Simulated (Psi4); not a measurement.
# InCNClF (SMILES N#[C][In]([F])[Cl]) at HF/STO-3G

What is the energy change on altering one bond length of InCNClF at HF/STO-3G? Input form: a QCSchema input.

The results are computed with Psi4 1.11.

2 further runs of the same task are left out: 2 set aside as unsound or not needed.

**1. The system as given**

InCNClF: 5 atoms, total charge 0, spin state singlet. As SMILES, `N#[C][In]([F])[Cl]`. The coordinates come from a PBE0-D4/def2-TZVP relaxation.

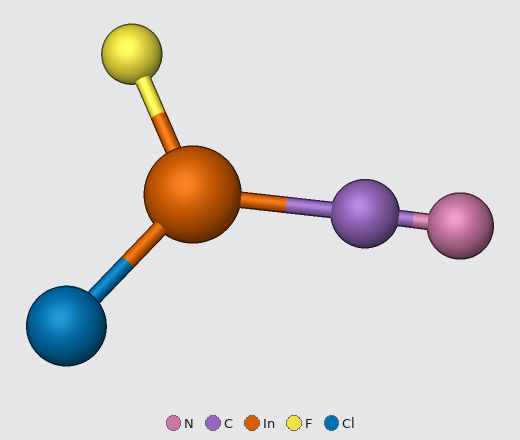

Viewed from a chosen angle; nitrogen pink, carbon purple, indium orange, fluorine yellow, chlorine blue.

**2. Energy and gradient at HF/STO-3G**

The input, input.json:

```json
{
 "schema_name": "qcschema_input",
 "schema_version": 1,
 "molecule": {
  "schema_name": "qcschema_molecule",
  "schema_version": 2,
  "symbols": ["N", "C", "In", "F", "Cl"],
  "geometry": [-2.6316326, 2.7427485, 3.11578043, -1.47757686, 1.48230117, 1.76670495, 0.62436551, -0.7362373, -0.71129291, 0.82089703, -4.31027632, -0.07502213, 2.75843322, 0.68219113, -4.17459398],
  "molecular_charge": 0,
  "molecular_multiplicity": 1,
  "fix_symmetry": "c1",
  "fix_com": true,
  "fix_orientation": true
 },
 "driver": "gradient",
 "model": {
  "method": "hf",
  "basis": "STO-3G"
 },
 "keywords": {
  "puream": true,
  "e_convergence": 1e-09,
  "d_convergence": 1e-08,
  "scf_type": "pk",
  "scf_properties": ["MULLIKEN_CHARGES", "MAYER_INDICES", "WIBERG_LOWDIN_INDICES"]
 }
}
```

Run with:

```
$ psi4 --qcschema input.json -n 1 --memory 2200MB
```

stdout:

```text
[...]
  Running in c1 symmetry.
[...]
  Nuclear repulsion =  529.912671451679671
[...]
  Multiplicity = 1
[...]
  Nalpha       = 44
  Nbeta        = 44
[...]
    Number of basis functions: 51
[...]
   @RHF iter   1: -6326.51818115533388   -4.13522e+00   1.11735e-02 ADIIS/DIIS
[...]
   @RHF iter  12: -6326.75137190314854    9.09495e-13   7.99046e-09 DIIS
[...]
    Orbital Energies [Eh]
    ---------------------
    Doubly Occupied:
       1A   -986.983623     2A   -146.118741     3A   -138.131011
       4A   -138.129346     5A   -138.129200     6A   -103.618253
       7A    -27.805419     8A    -25.808165     9A    -24.825514
      10A    -24.820665    11A    -24.820142    12A    -16.691192
      13A    -16.690915    14A    -16.690439    15A    -16.685714
      16A    -16.685572    17A    -15.332220    18A    -10.984636
      19A    -10.313336    20A     -7.756254    21A     -7.752325
      22A     -7.751990    23A     -4.344798    24A     -3.164971
      25A     -3.156720    26A     -3.153476    27A     -1.391863
      28A     -1.146071    29A     -0.985839    30A     -0.686245
      31A     -0.660132    32A     -0.658474    33A     -0.657600
      34A     -0.653104    35A     -0.574561    36A     -0.465281
[...]
  @RHF Final Energy: -6326.75137190314854
   => Energetics <=
    Nuclear Repulsion Energy =            529.9126714516796710
    One-Electron Energy =               -9818.4023775411023962
    Two-Electron Energy =                2961.7383341862732777
    Total Energy =                      -6326.7513719031485380
[...]
 Multipole Moments:
 ------------------------------------------------------------------------------------
     Multipole            Electronic (a.u.)      Nuclear  (a.u.)        Total (a.u.)
 ------------------------------------------------------------------------------------
 L = 1.  Multiply by 2.5417464519 to convert [e a0] to [Debye]
 Dipole X            :        -57.4657677           57.5884586            0.1226909
 Dipole Y            :         34.5574753          -35.1778188           -0.6203435
 Dipole Z            :         74.0685339          -74.0859567           -0.0174228
 Magnitude           :                                                    0.6326000
[...]
  Mulliken Charges: (a.u.)
   Center  Symbol    Alpha    Beta     Spin     Total
       1     N     3.60675  3.60675  0.00000 -0.21351
       2     C     3.09466  3.09466  0.00000 -0.18932
       3    IN    23.91171 23.91171  0.00000  1.17657
       4     F     4.66010  4.66010  0.00000 -0.32019
       5    CL     8.72678  8.72678  0.00000 -0.45355
   Total alpha = 44.00000, Total beta = 44.00000, Total charge =  0.00000
  Mayer Bond Indices:
[...]
  -Total Gradient:
     Atom            X                  Y                   Z
    ------   -----------------  -----------------  -----------------
       1        0.008928832650    -0.008263203371    -0.010827378677
       2       -0.025093047947     0.021377184019     0.030901567962
       3        0.011107772167     0.015290876754    -0.020052937708
       4        0.000940035996    -0.029170512360     0.006153534362
       5        0.004116407127     0.000765655479    -0.006174785670
[...]
```

The result, in JSON:

```text
{
 "driver": "gradient",
 "model": {
  "method": "hf",
  "basis": "STO-3G"
 },
 "success": true,
 "return_result": [0.008928832649567564, -0.008263203370744376, -0.010827378677431443, -0.02509304794677064, 0.02137718401917743, 0.03090156796247845, 0.01110777216714258, 0.015290876754066235, -0.020052937708337153, 0.0009400359959863408, -0.029170512360035067, 0.0061535343623773595, 0.004116407127369673, 0.0007656554793948125, -0.006174785669650559],
 "properties": {
  "calcinfo_nbasis": 51,
  "calcinfo_nmo": 51,
  "calcinfo_nalpha": 44,
  "calcinfo_nbeta": 44,
  "calcinfo_natom": 5,
  "nuclear_repulsion_energy": 529.9126714516797,
  "return_energy": -6326.7513719031485,
  "return_gradient": [0.008928832649567564, -0.008263203370744376, -0.010827378677431443, -0.02509304794677064, 0.02137718401917743, 0.03090156796247845, 0.01110777216714258, 0.015290876754066235, -0.020052937708337153, 0.0009400359959863408, -0.029170512360035067, 0.0061535343623773595, 0.004116407127369673, 0.0007656554793948125, -0.006174785669650559],
  "scf_one_electron_energy": -9818.402377541102,
  "scf_two_electron_energy": 2961.7383341862733,
  "scf_dipole_moment": [0.12269093605068804, -0.6203435159729125, -0.017422836506057138],
  "scf_total_energy": -6326.7513719031485,
  "scf_total_gradient": [0.008928832649567564, -0.008263203370744376, -0.010827378677431443, -0.02509304794677064, 0.02137718401917743, 0.03090156796247845, 0.01110777216714258, 0.015290876754066235, -0.020052937708337153, 0.0009400359959863408, -0.029170512360035067, 0.0061535343623773595, 0.004116407127369673, 0.0007656554793948125, -0.006174785669650559],
  "scf_iterations": 12
 }
}
```

Run time: 2.5 s. Hardware: 1 thread of Intel Xeon 6975P-C (Granite Rapids), shared host; peak memory 0.19 GiB.

**3. The distorted shape: the energy at HF/STO-3G**

The input, job.json:

```json
{
 "schema_name": "qcschema_input",
 "schema_version": 1,
 "molecule": {
  "schema_name": "qcschema_molecule",
  "schema_version": 2,
  "symbols": ["N", "C", "In", "F", "Cl"],
  "geometry": [-2.97782854, 3.12086002, 3.52047851, -1.47757686, 1.48230117, 1.76670495, 0.62436551, -0.7362373, -0.71129291, 0.82089703, -4.31027632, -0.07502213, 2.75843322, 0.68219113, -4.17459398],
  "molecular_charge": 0,
  "molecular_multiplicity": 1,
  "fix_symmetry": "c1",
  "fix_com": true,
  "fix_orientation": true
 },
 "driver": "energy",
 "model": {
  "method": "scf",
  "basis": "STO-3G"
 },
 "keywords": {
  "puream": true,
  "e_convergence": 1e-09,
  "d_convergence": 1e-08,
  "scf_type": "pk",
  "scf_properties": ["LOWDIN_CHARGES", "MAYER_INDICES", "MULLIKEN_CHARGES"]
 }
}
```

Run with:

```
$ psi4 --qcschema job.json -n 1 --memory 2200MB
```

stdout:

```text
[...]
  Running in c1 symmetry.
[...]
  Nuclear repulsion =  518.761013212745183
[...]
  Multiplicity = 1
[...]
  Nalpha       = 44
  Nbeta        = 44
[...]
    Number of basis functions: 51
[...]
   @RHF iter   1: -6326.17333908642649   -4.44533e+00   1.30753e-02 DIIS/ADIIS
[...]
   @RHF iter  18: -6326.56634119661339   -1.45519e-11   2.45010e-09 DIIS
[...]
    Orbital Energies [Eh]
    ---------------------
    Doubly Occupied:
       1A   -986.976733     2A   -146.111972     3A   -138.124159
       4A   -138.122591     5A   -138.122474     6A   -103.613330
       7A    -27.798679     8A    -25.803068     9A    -24.818464
      10A    -24.814078    11A    -24.813571    12A    -16.684203
      13A    -16.684013    14A    -16.683615    15A    -16.679159
      16A    -16.679020    17A    -15.316521    18A    -10.970085
      19A    -10.308571    20A     -7.751497    21A     -7.747541
      22A     -7.747248    23A     -4.338037    24A     -3.157291
      25A     -3.150318    26A     -3.147291    27A     -1.387255
      28A     -0.985273    29A     -0.981023    30A     -0.691634
      31A     -0.652910    32A     -0.651169    33A     -0.650389
      34A     -0.645837    35A     -0.598565    36A     -0.458403
[...]
  @RHF Final Energy: -6326.56634119661339
   => Energetics <=
    Nuclear Repulsion Energy =            518.7610132127451834
    One-Electron Energy =               -9797.0277741170484660
    Two-Electron Energy =                2951.7004197076903438
    Total Energy =                      -6326.5663411966133935
[...]
 Multipole Moments:
 ------------------------------------------------------------------------------------
     Multipole            Electronic (a.u.)      Nuclear  (a.u.)        Total (a.u.)
 ------------------------------------------------------------------------------------
 L = 1.  Multiply by 2.5417464519 to convert [e a0] to [Debye]
 Dipole X            :        -55.1613518           55.1650871            0.0037352
 Dipole Y            :         32.0282062          -32.5310382           -0.5028320
 Dipole Z            :         71.3779383          -71.2530701            0.1248681
 Magnitude           :                                                    0.5181178
[...]
  Mulliken Charges: (a.u.)
   Center  Symbol    Alpha    Beta     Spin     Total
       1     N     3.56958  3.56958  0.00000 -0.13916
       2     C     3.10447  3.10447  0.00000 -0.20894
       3    IN    23.93771 23.93771  0.00000  1.12458
       4     F     4.66041  4.66041  0.00000 -0.32082
       5    CL     8.72783  8.72783  0.00000 -0.45566
   Total alpha = 44.00000, Total beta = 44.00000, Total charge =  0.00000
  Lowdin Charges: (a.u.)
   Center  Symbol    Alpha    Beta     Spin     Total
       1     N     3.55986  3.55986  0.00000 -0.11973
[...]
```

The result, in JSON:

```text
{
 "driver": "energy",
 "model": {
  "method": "scf",
  "basis": "STO-3G"
 },
 "success": true,
 "return_result": -6326.566341196613,
 "properties": {
  "calcinfo_nbasis": 51,
  "calcinfo_nmo": 51,
  "calcinfo_nalpha": 44,
  "calcinfo_nbeta": 44,
  "calcinfo_natom": 5,
  "nuclear_repulsion_energy": 518.7610132127452,
  "return_energy": -6326.566341196613,
  "scf_one_electron_energy": -9797.027774117048,
  "scf_two_electron_energy": 2951.7004197076903,
  "scf_dipole_moment": [0.0037352115301061417, -0.50283203691842, 0.12486811488682292],
  "scf_total_energy": -6326.566341196613,
  "scf_iterations": 18
 }
}
```

Run time: 1.5 s. Hardware: 1 thread of Intel Xeon 6975P-C (Granite Rapids), shared host; peak memory 0.19 GiB.

**4. What came out**

At HF/STO-3G:

| quantity | value |
| --- | --- |
| first shape: total energy | -6326.75137 Eh |
| first shape: dipole moment | 1.61 D |
| first shape: HOMO energy | -9.99 eV |
| first shape: LUMO energy | 4.29 eV |
| first shape: HOMO–LUMO gap | 14.28 eV |
| first shape: largest force on an atom | 2.323 eV/Å |
| distorted shape: total energy | -6326.56634 Eh |
| distorted shape: dipole moment | 1.32 D |
| distorted shape: HOMO energy | -7.57 eV |
| distorted shape: LUMO energy | 4.22 eV |
| distorted shape: HOMO–LUMO gap | 11.79 eV |
| energy change with the N1–C2 bond stretched from 1.152 to 1.498 Å | 5.035 eV |

**Reading.** With the N1–C2 bond stretched from 1.152 to 1.498 Å the energy rises by 5.03 eV (116 kcal/mol). The first shape isn't relaxed at this level, so the change isn't measured from a minimum. The minimal basis adds a large error of its own. The largest force (first shape) is 2.32 eV/Å: the shape isn't a stationary point for this species at this level. Relativity is left out (first shape) although the molecule holds a heavy atom. Relativity is left out (distorted shape) although the molecule holds a heavy atom.
